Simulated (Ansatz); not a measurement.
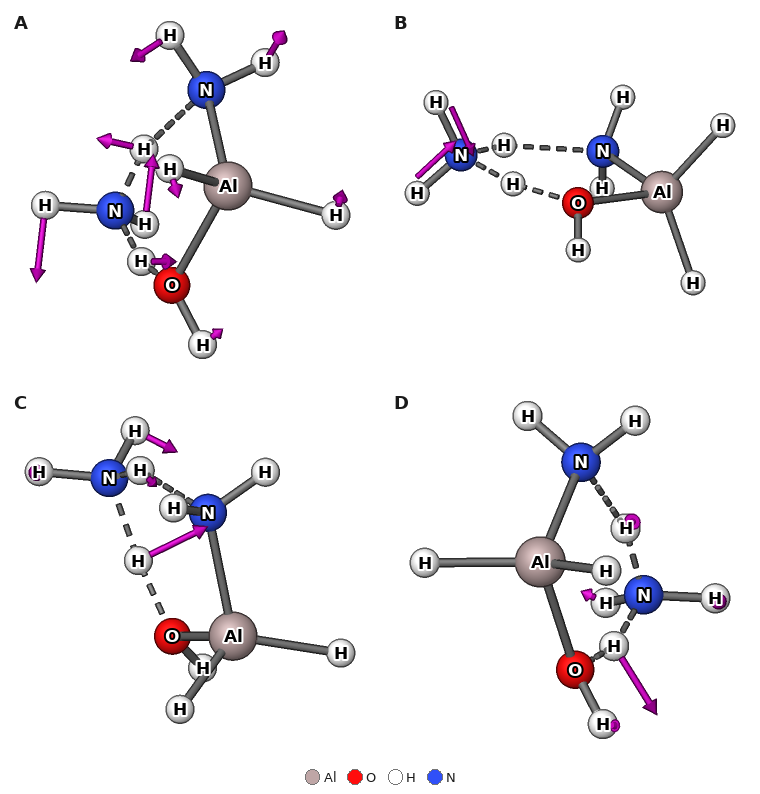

4 normal modes of one molecule or complex, as arrows. Broken sticks mark bonds that form or break. Harmonic vibrations computed with RKS PBE0-D4/def2-TZVP (Ansatz 0.2.0) at a stationary point of the same level. It is a saddle point of order 1.

Question: Match the panels to the wavenumbers 496 cm⁻¹, 1502 cm⁻¹, 1782 cm⁻¹, 3554 cm⁻¹.

Answer: A: 496 cm⁻¹
B: 3554 cm⁻¹
C: 1502 cm⁻¹
D: 1782 cm⁻¹
